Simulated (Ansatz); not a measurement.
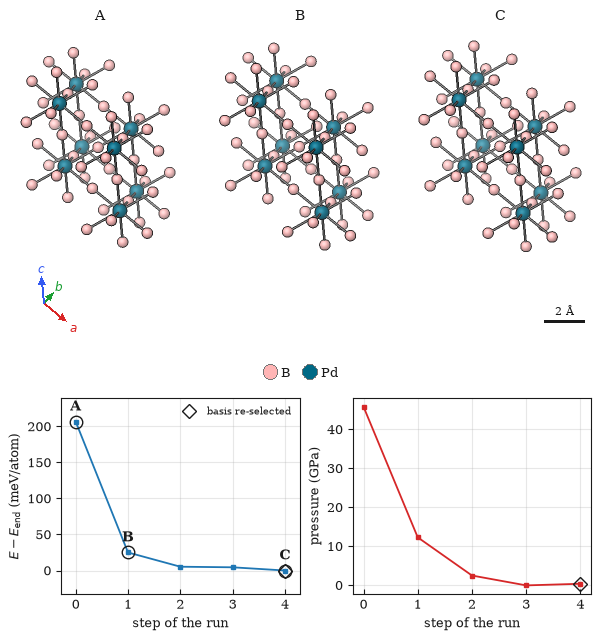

Frames of a relaxation of a crystal of B4Pd (a generated structure, set up in Im-3m) (coarse preliminary run), marked on the history of the run. Style: ball-and-stick. Shown: the cell of the calculation, slightly off an axis.

Computed with DFT PBE, scalar-relativistic, plane waves, PAW in Ansatz 0.2.0. (plane-wave cutoff 420 eV; k-point mesh 6 × 6 × 6; occupations gaussian; smearing width 0.1 eV; no spin polarisation; cell and atoms relaxed; force threshold 0.04 eV/Å; at most 70 steps)

Describe the path.

Answer. The atoms keep their places relative to the cell (all moves are under 0.005 Å). The volume changes by +18.5 %, with a = b = c 3.873 → 4.099 Å (+5.8 %). Near-neighbour distances that change, for instance: B–Pd 1.936 → 2.049 Å. The space group stays Im-3m (No. 229). After 3 accepted moves (4 points after the start) the energy has fallen by 207 meV per atom. All forces vanish by symmetry, so only the cell relaxes. Pressure: 45.82 GPa at the start and 0.36 GPa at the end. The SCF was repeated once at an unchanged geometry on a basis and grid sized afresh for the cell, which shifted the energy by 4.4 meV per atom at most. Cost: 3 s on 1 thread of Intel(R) Xeon(R) 6975P-C (Granite Rapids) (shared host), peak memory 0.38 GiB. From step 0 to 1: volume +11.9 %, energy −182 meV per atom. From step 1 to 4: volume +5.9 %, energy −25.0 meV per atom.
